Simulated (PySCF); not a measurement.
**CH₅BCl₃P (SMILES [PH3+][BH2-]C(Cl)(Cl)Cl): density, localisation and related maps**

| atom | x (Å) | y (Å) | z (Å) |
| --- | --- | --- | --- |
| P | 1.4773 | -0.1111 | -0.1549 |
| B | -0.2343 | 0.8048 | -0.0273 |
| C | -1.3955 | -0.3014 | 0.1703 |
| Cl | -1.4164 | -1.4797 | -1.1940 |
| Cl | -2.9739 | 0.5046 | 0.2519 |
| Cl | -1.1492 | -1.2460 | 1.6834 |
| H | 2.5715 | 0.7745 | -0.2785 |
| H | 1.6882 | -0.9796 | -1.2498 |
| H | 1.8876 | -0.9204 | 0.9293 |
| H | -0.1014 | 1.5301 | 0.9411 |
| H | -0.3149 | 1.3970 | -1.0881 |

Geometry: PBE0-D3(BJ)/def2-SVP.

Computed with CAM-B3LYP/def2-SVPD, SCF density, gas phase (PySCF).

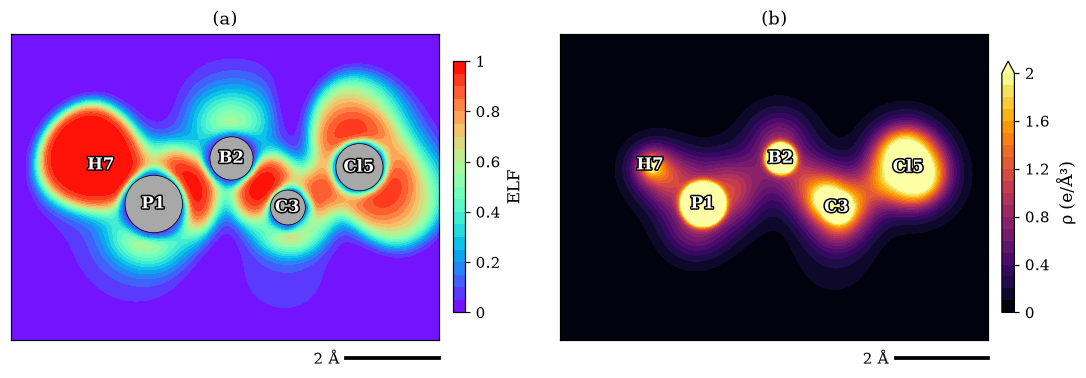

Figure 1. (a) ELF; (b) total electron density on the plane of atoms B2, P1 and H7. Grey discs cover the atomic cores in the ELF map.

> Read the bonding off the picture.

The section cuts through P, B, C, Cl and H sites.
C–B (1.62 Å): ρ at the midpoint is about 1.3 e/Å³; the ELF peaks at about 1 between the atoms (a covalent bond).
C–Cl (1.77 Å): ρ is about 1.4 e/Å³ halfway; the ELF peaks at about 0.90 between the atoms (a covalent bond).
B–P (1.95 Å): the density is about 0.93 e/Å³ at the midpoint, with its minimum of 0.74 e/Å³ about 0.6 Å from B; the ELF peaks at about 1 between the atoms (a shared electron pair).
P–H (1.41 Å): the density is about 1.1 e/Å³ at the midpoint; the ELF climbs to about 1 towards the hydrogen, as it does in any bond to H.
The ELF also peaks beside Cl5, away from the bonds: lone-pair regions.

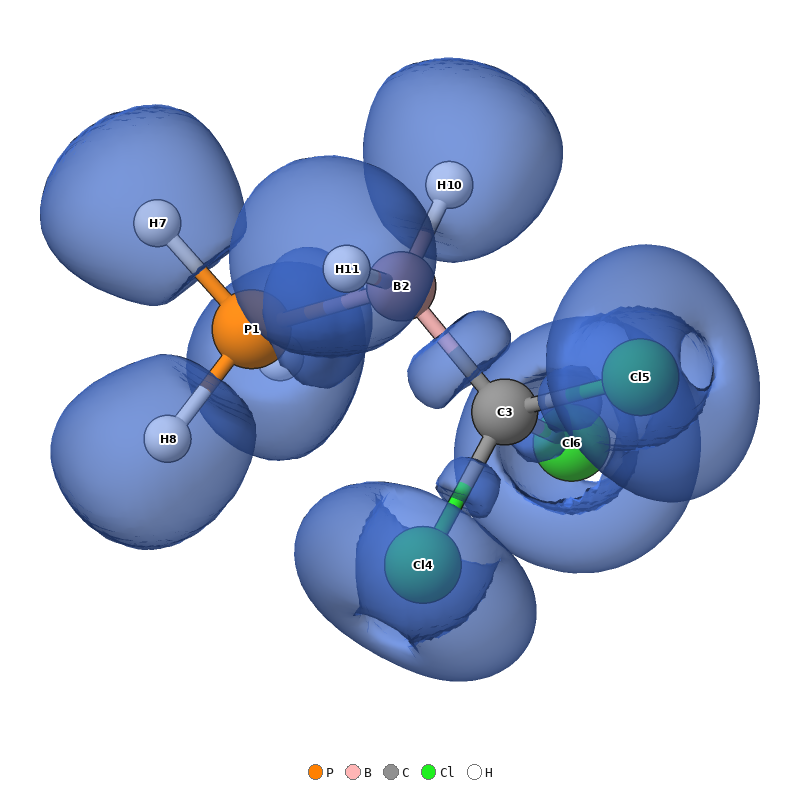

Figure 2. Isosurface of the electron localisation function at 0.8 (blue), seen at a tilt. Only the valence region is drawn (cores and ρ < 0.01 e/Å³ removed).

> What do the ELF domains correspond to?

The ELF exceeds this value in one region between bonded B–C atoms (shared pairs), one region between bonded B–P atoms (shared pairs), three regions between bonded C–Cl atoms (shared pairs), five regions around hydrogen nuclei and three rings or bowls of non-bonding electrons around Cl.

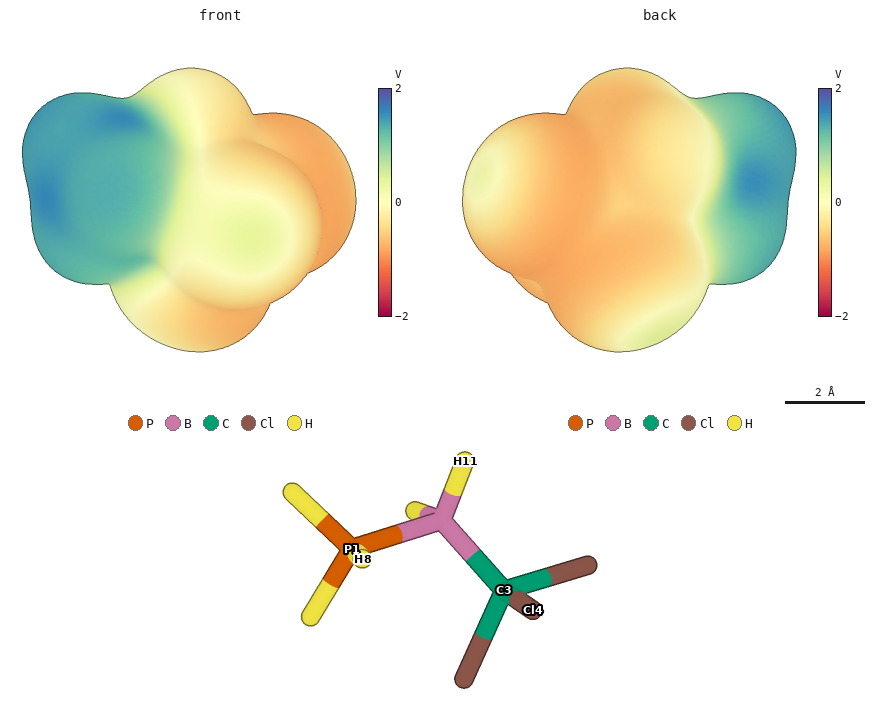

Figure 3. The electrostatic potential painted on the density surface at 0.001 e/bohr³, seen from the front and from behind; the colour scale runs from red (negative) to blue (positive). The bare structure is drawn below in the same view.

> Where is the surface potential most negative and most positive?

The most negative region (about −0.8 V, or −18 kcal/mol for a unit charge) lies over Cl4, Cl5 and Cl6, the most positive (about +1.5 V, or +35 kcal/mol for a unit charge) over P1. Cl4 shows a σ-hole: about +0.3 V, or +7 kcal/mol for a unit charge at the tip opposite its bond, against about −0.4 V, or −9 kcal/mol for a unit charge on its flanks. Cl5 shows a σ-hole: about +0.1 V at the tip opposite its bond, against about −0.8 V, or −18 kcal/mol for a unit charge on its flanks. Cl6 shows a σ-hole: about +0.3 V, or +7 kcal/mol for a unit charge at the tip opposite its bond, against about −0.4 V, or −9 kcal/mol for a unit charge on its flanks.

> What dipole moment does the calculation give?

Its dipole moment is 5.45 D.
